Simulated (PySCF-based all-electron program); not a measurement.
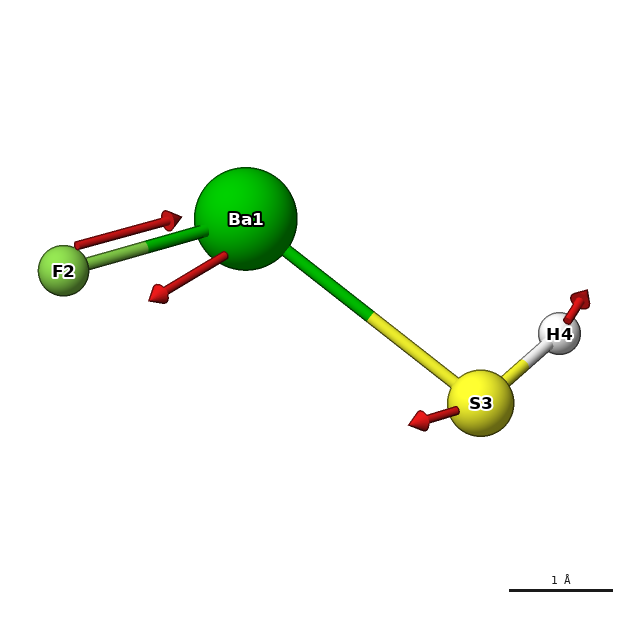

Arrows show the forces on the atoms, 2 Å of arrow for 1 eV/Å; forces under a tenth of the largest aren't drawn. Level of theory: PBE, all-electron, scalar-relativistic (Koelling-Harmon), large uncontracted Gaussian sets (PySCF-based all-electron program).

> On which atom is the force largest, and how large is it?

On F2: 0.65 eV/Å.

> Which bond do the forces act along most?

Ba1–F2, now 2.240 Å: the forces pull its atoms together, so a first step downhill shortens it.

List the force components in the frame of the picture (x right, y up, z towards the viewer), in eV/Å.

| atom | Fx | Fy | Fz |
| --- | --- | --- | --- |
| Ba1 | −0.37 | −0.22 | 0.35 |
| F2 | 0.51 | 0.14 | −0.37 |
| S3 | −0.24 | −0.07 | 0.18 |
| H4 | 0.10 | 0.16 | −0.16 |
